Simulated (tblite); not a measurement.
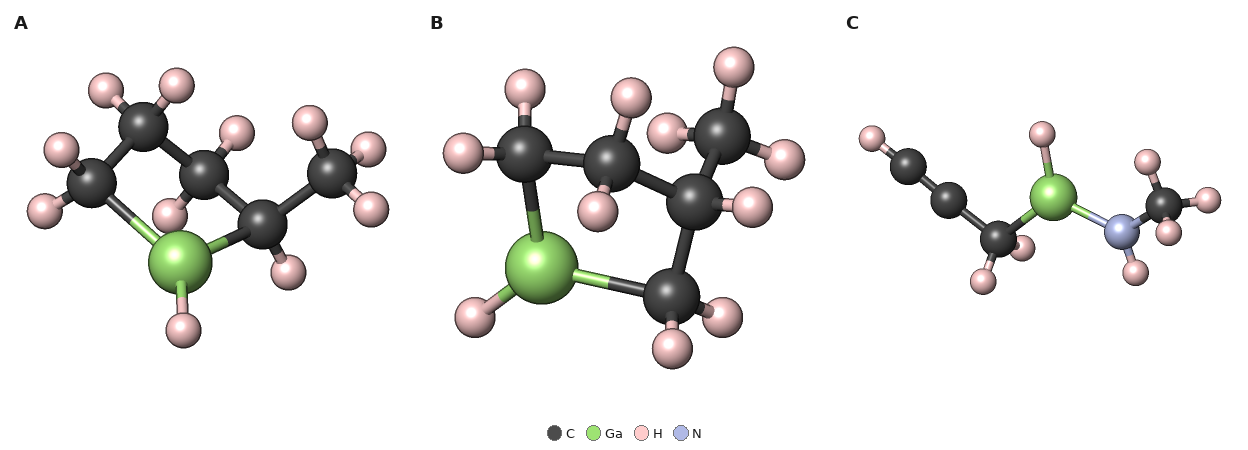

(Drawn from a calculation with tblite.)

```xyz
17
charge 0, multiplicity 1
C    -0.8286    1.3455   -0.6456
C    -0.5689   -0.1523   -0.7499
C     0.9527   -0.4441   -0.7633
C     1.6564   -0.0221    0.5364
Ga    0.1594   -0.4812    1.8566
C    -1.2407   -0.8864    0.4184
H    -1.8921    1.5576   -0.7377
H    -0.2980    1.8899   -1.4245
H    -0.4925    1.7128    0.3323
H    -0.9744   -0.5048   -1.7058
H     1.3953    0.0508   -1.6317
H     1.0764   -1.5238   -0.8992
H     1.9113    1.0420    0.5105
H     2.5953   -0.5695    0.6547
H     0.1172   -0.5313    3.4640
H    -1.3207   -1.9561    0.1931
H    -2.2550   -0.5147    0.5816
```

Which picture belongs to the input above?

B. The file holds C5H11Ga, `C[C@H]1C[CH2][GaH][CH2]1`.
